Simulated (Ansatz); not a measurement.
## Electronic structure of CH$_{3}$F$_{3}$GeO (SMILES FC(F)(F)[O][GeH3]) in real space

The calculation's input:

```
crystal:
  periodic: [false, false, false]
  atoms:
    - {symbol: F, position_ang: [2.205826, -0.338307, -1.242812]}
    - {symbol: C, position_ang: [0.927917, -0.411026, -0.885312]}
    - {symbol: F, position_ang: [0.210764, 0.285506, -1.794513]}
    - {symbol: F, position_ang: [0.545799, -1.694127, -1.015640]}
    - {symbol: O, position_ang: [0.768316, 0.044450, 0.342448]}
    - {symbol: Ge, position_ang: [-0.873638, 0.446678, 1.015125]}
    - {symbol: H, position_ang: [-1.260975, 1.821166, 0.465898]}
    - {symbol: H, position_ang: [-1.837779, -0.659745, 0.581103]}
    - {symbol: H, position_ang: [-0.597829, 0.459206, 2.516605]}
basis:
  gaussian: {orbitals: def2-TZVPP}
hamiltonian: {xc: pbe0, dispersion: d4}
output: {orbitals: {seedname: orbitals}}
```

Command:

```sh
ansatz run in.yaml --threads 4 --pin off --events-out ev --progress --plain --max-ram 10444MiB
```

Geometry: PBE0-D4/def2-TZVP.

Computed with RKS PBE0-D4/def2-TZVPP in Ansatz.

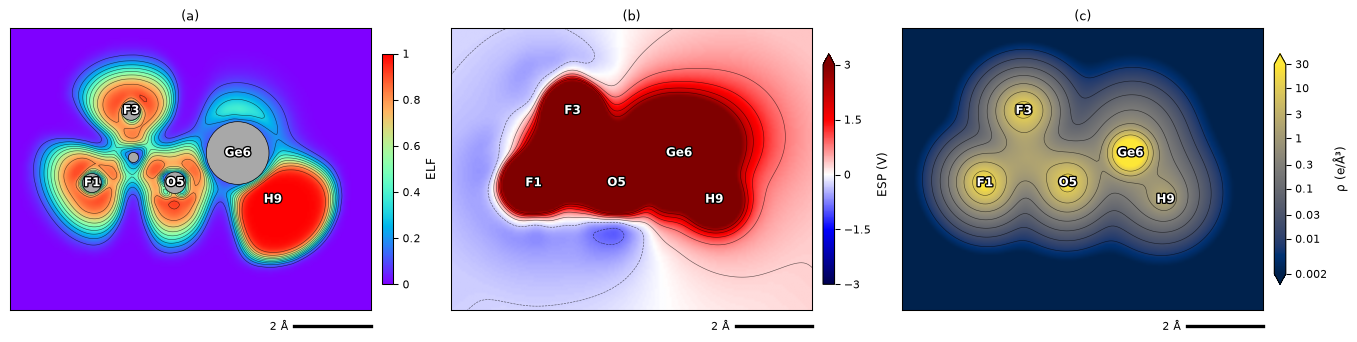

Figure 1. (a) ELF; (b) molecular electrostatic potential; (c) electron density on the plane of atoms O5, Ge6 and H9. Grey discs cover the atomic cores in the ELF map.

Question: Read the bonding off the picture.

Answer: Atoms in the plane: F, O, Ge and H. Ge–O (1.82 Å): ρ at the midpoint is about 0.88 e/Å³; the ELF peaks at about 0.85 in the valence shell of O, 0.6 Å from its nucleus, and is about 0.30 at the midpoint. Ge–H (1.53 Å): the density is about 1.1 e/Å³ at the midpoint; the ELF climbs to about 1 towards the hydrogen. The ELF also peaks beside O5, F1 and F3, away from the bonds: lone-pair regions. Outside the dense part of the molecule the potential is most negative (−1.0 V) near O5.

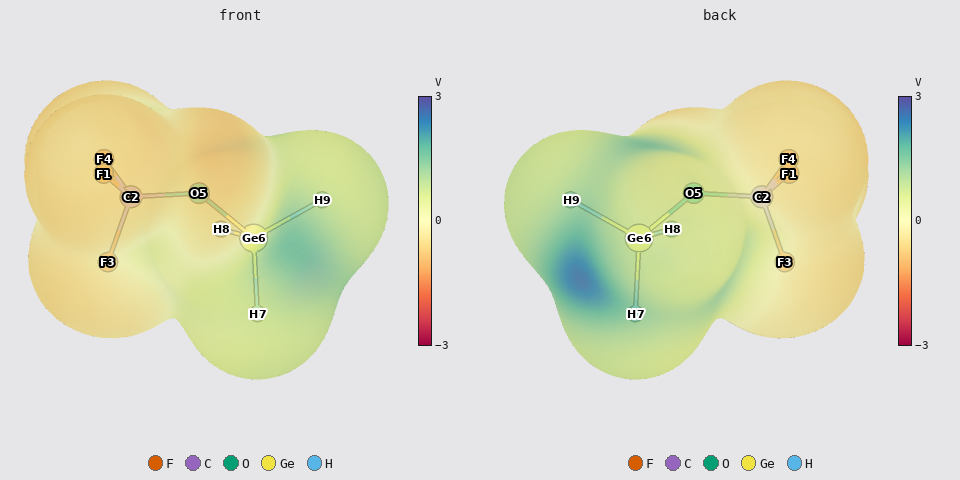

Figure 2. The molecular electrostatic potential painted on the density surface at 0.002 e/bohr³, seen from the front and from behind; red is negative and blue positive.

Question: Where is the surface potential most negative and most positive?

Answer: The most negative region (about −0.8 V, or −18 kcal/mol for a unit charge) lies over O5, the most positive (about +2.4 V, or +55 kcal/mol for a unit charge) over Ge6.

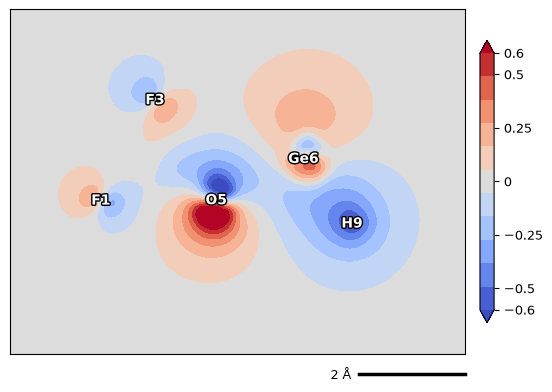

Figure 3. The HOMO−1 on the plane of atoms O5, Ge6 and H9 (values in Å⁻³ᐟ²; the overall sign is arbitrary).

Question: Describe this orbital and give its energy.

Answer: Its weight (Hirshfeld) is mainly on Ge6 (about 30 %), O5 (about 25 %), H9 (about 15 %) and H8 (about 15 %). Its energy is −10.17 eV.
